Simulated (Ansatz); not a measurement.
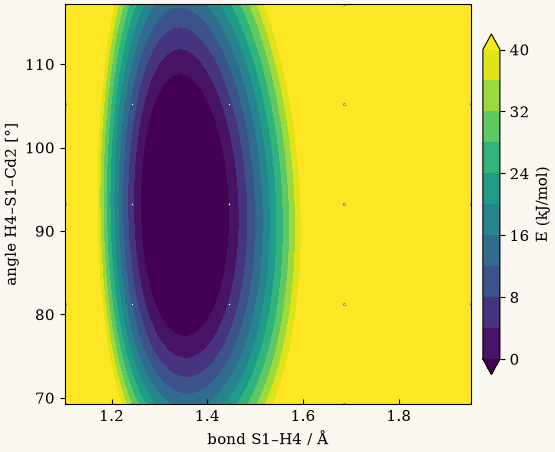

CdClHS, SMILES [SH][Cd][Cl]. Two internal coordinates are moved rigidly from the geometry relaxed at PBE0-D4/def2-TZVP, all others fixed. First axis: bond S1–H4. Second axis: angle H4–S1–Cd2. The grid has 5 × 5 points. Points are written as (first, second). Energies are in kJ/mol, from the lowest grid point. Computed with RKS r2SCAN-D4/def2-TZVPP (Ansatz).

In the figure: filled contours, dots at the grid points, one colour for all values above the top of the scale. Between grid points the surface is interpolated.

> Where is the minimum, and how stiff is the well along each coordinate?

The interpolated minimum is at bond S1–H4 ≈ 1.343 Å, angle H4–S1–Cd2 ≈ 92.7°. The curvatures there are about 29 eV/Å² and 2.8 eV/rad², with a cross term of about 0.4 eV/(Å·rad). Round the minimum the two coordinates are nearly uncoupled. (1 eV is 96.5 kJ/mol.)
